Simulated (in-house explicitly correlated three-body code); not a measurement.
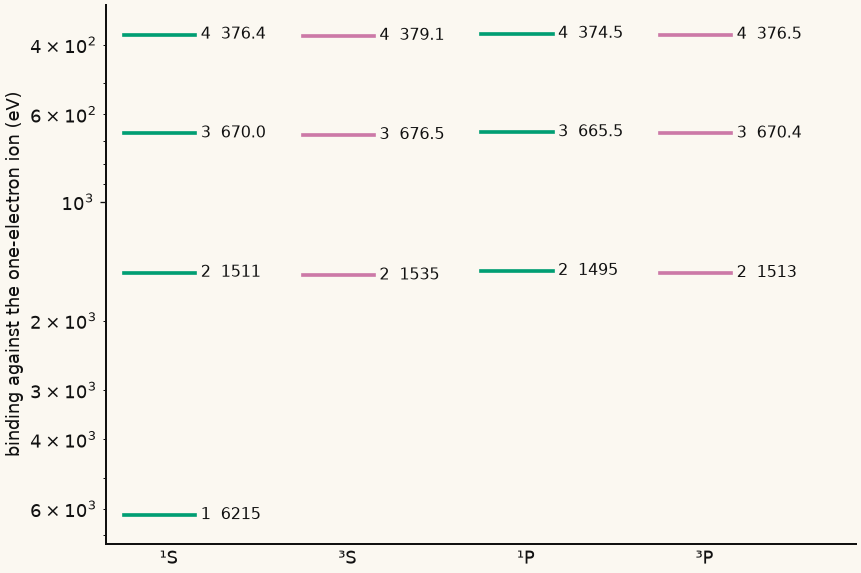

Two electrons around a point charge of unknown size. Computed variationally in 260 exponentially correlated functions with an in-house code, non-relativistic, converged to about 10⁻⁸ of the energy. The plot shows the bound S and P states that converged, by term and principal number n, on a logarithmic scale of binding.

Question: What is the nuclear charge?

Answer: Z = 22 (titanium). The outer electron of the excited states sees a charge of Z − 1, so they are bound by about 13.6 (Z − 1)²/n² eV. The ground state is bound by 6215 eV. The n = 2 states drawn run, from the deepest, 2 ³S (1535 eV), 2 ³P (1513 eV), 2 ¹S (1511 eV), 2 ¹P (1495 eV). Exchange puts 2 ³S below 2 ¹S by 24.5 eV and 2 ³P below 2 ¹P by 18.2 eV. Quantum defects n − (Z − 1)/√(2 E(binding)): 2 ³S 0.023, 2 ³P 0.009, 2 ¹S 0.007, 2 ¹P −0.003.
